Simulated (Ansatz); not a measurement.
AlO2P (SMILES [O]1[Al]2[O][P]12)

```yaml
atoms:
  - { symbol: Al, position_ang: [-0.7319, 1.5502, 2.8068] }
  - { symbol: O, position_ang: [0.5603, 2.5289, 1.5732] }
  - { symbol: O, position_ang: [-0.9522, 0.8041, 0.9244] }
  - { symbol: P, position_ang: [0.1136, 1.7337, 0.3488] }
```

Geometry: PBE0-D4/def2-TZVP.

The calculation used Ansatz, isolated molecule in a Gaussian basis; Kohn-Sham density functional theory, functional PBE0.

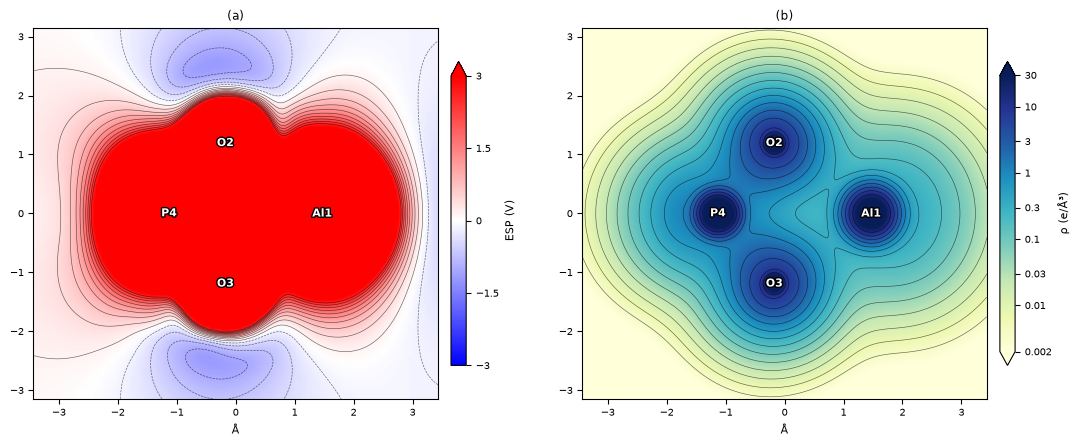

Figure 1. (a) electrostatic potential; (b) electron density on the molecular plane.

Describe what can be read from this map.

Answer. The section cuts through Al, O and P sites.
P–O (1.53 Å): ρ is about 1.8 e/Å³ halfway.
Al–O (2.04 Å): ρ is about 0.44 e/Å³ halfway.
Al–P (2.61 Å): the density is about 0.34 e/Å³ at the midpoint, with its minimum of 0.25 e/Å³ about 0.9 Å from Al.
Outside the dense part of the molecule the potential is most negative (−1.2 V) near O2 and O3.

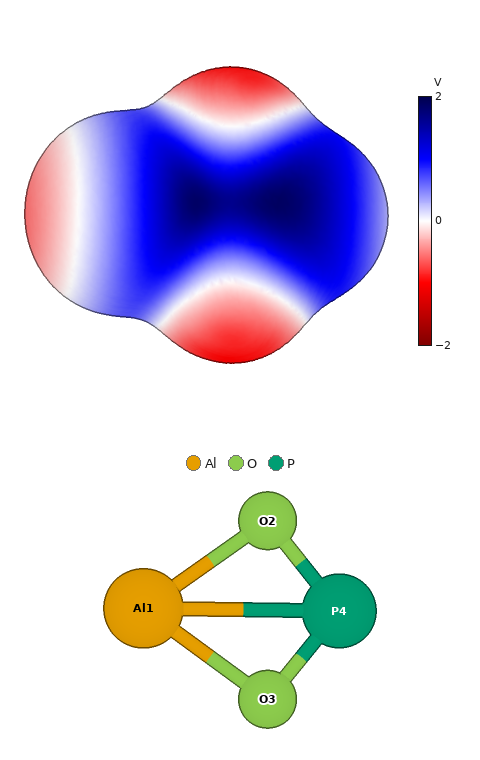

Figure 2. The molecular electrostatic potential painted on the density surface at 0.002 e/bohr³, seen across its widest extent; the colour scale runs from red (negative) to blue (positive). The bare structure is drawn below in the same view.

Describe the electrostatic potential map.

Answer. The most negative region (about −1.0 V) lies over O2 and O3, the most positive (about +1.8 V) over Al1 and P4.

What dipole moment does the calculation give?

Answer. Its dipole moment is 1.35 D.

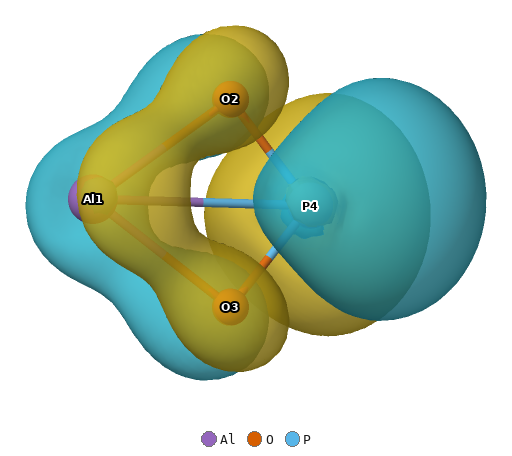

Figure 3. One frontier orbital at ±0.08 Å⁻³ᐟ² (yellow and cyan are the two phases), seen at a tilt.

Which orbital is it: HOMO or LUMO?

Answer. The LUMO, at −2.74 eV. Its weight (Hirshfeld) is mainly on P4 (about 70 %), O2 (about 10 %), O3 (about 10 %) and Al1 (about 10 %); it changes sign across the molecular plane (π type); π-bonding across Al1–O2 and Al1–O3.
